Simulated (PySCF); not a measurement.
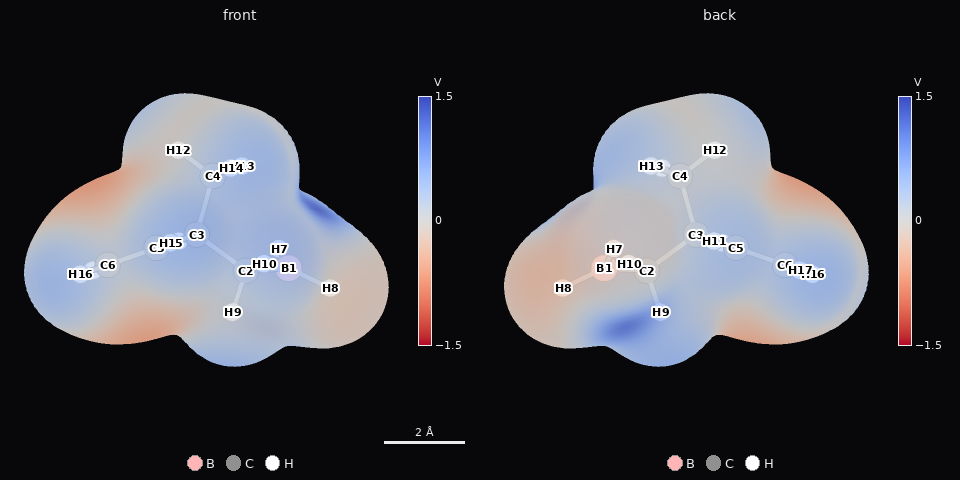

The picture shows: C₅H₁₁B (SMILES BC[C@H](C)C=C). The molecular electrostatic potential painted on the density surface at 0.001 e/bohr³, seen from the front and from behind; red is negative and blue positive.

Geometry: GFN2-xTB.

All numbers below come from PBE0/def2-SVPD, SCF density, gas phase (PySCF).

Input

```
{"job": {"kind": "uv", "xc": "PBE0", "basis": "def2-SVPD", "nstates": 6, "ntriplets": 2}, "charge": 0, "multiplicity": 1}
B      2.454044    -0.217992    -0.344794
C      1.100532    -0.510285     0.387664
C     -0.173928     0.097187    -0.222479
C     -0.146835     1.621132    -0.091907
C     -1.386300    -0.449205     0.469860
C     -2.344342    -1.137901    -0.120894
H      2.478676     0.206513    -1.434006
H      3.459911    -0.471189     0.195733
H      0.993107    -1.603150     0.388687
H      1.146737    -0.238763     1.446427
H     -0.220500    -0.165088    -1.284083
H     -1.038658     2.057974    -0.536365
H      0.729309     2.024314    -0.594036
H     -0.107505     1.913434     0.955852
H     -1.438206    -0.244943     1.532646
H     -3.196210    -1.516675     0.418948
H     -2.316830    -1.353332    -1.177163
```

Command:

```sh
OMP_NUM_THREADS=1 python probes_run.py task.json out
```

**Where is the surface potential most negative and most positive?**

The most negative region (about −0.6 V) lies over the π face of C5 and C6, the most positive (about +1.1 V) over B1.

**What dipole moment does the calculation give?**

Its dipole moment is 0.28 D.
